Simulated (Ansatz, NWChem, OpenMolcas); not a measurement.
Swapping H for F on Si: the HOMO–LUMO gap

Gas-phase molecules. On one Si centre that keeps OH, n of the H ligands are replaced by F. The HOMO–LUMO gap y in eV at wB97M-V/def2-TZVPP. Shapes: PBE0-D4/def2-TZVP. Flexible molecules stand in one conformer, not always the lowest. Programs: Ansatz 0.2.0, NWChem 7.3.0, OpenMolcas 26.06. A level may come from different programs for different species; with the same settings they agree closely.

```
 molecule  n  y (eV)
 SiH3(OH)  0   12.71
SiH2(OH)F  1       ?
SiH(OH)F2  2   14.91
 Si(OH)F3  3   14.92
```

Q: Fit y = c + s·n to the known rows and predict SiH2(OH)F.

A: 
1. Means of the 3 rows: n = 1.66667, y = 14.180.
2. Σ(Δn)² = 4.6667, Σ(Δn·Δy) = 3.68, so the slope is 3.68/4.6667 = 0.78857.
3. Intercept: 14.180 − (0.78857) × 1.66667 = 12.866. The largest residual of the fit is 0.47.
4. SiH2(OH)F: 12.866 + (0.78857) × 1 = 13.65 eV.

The run gave 13.54 eV, so the prediction is off by +0.11 eV, within the largest residual. The step per swap drifts from +0.83 to +0.01 eV. Other levels give for SiH2(OH)F: PBE-D4/def2-TZVPP 7.30; r2SCAN-D4/def2-TZVPP 8.27; B3LYP/6-31G* (Cartesian functions) 9.61 eV. Orbital gaps aren't excitation energies, and the LUMO depends on the basis. At 9 other levels on record the series doesn't rise at every step.

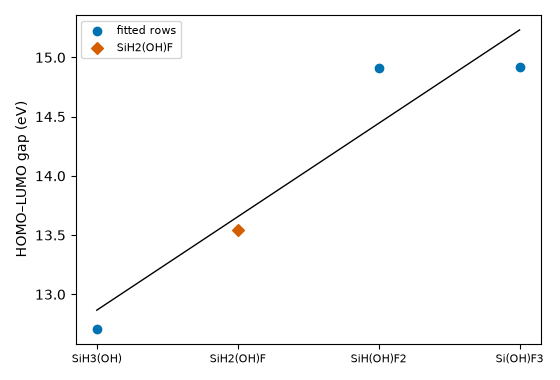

The fitted line, with the withheld member.
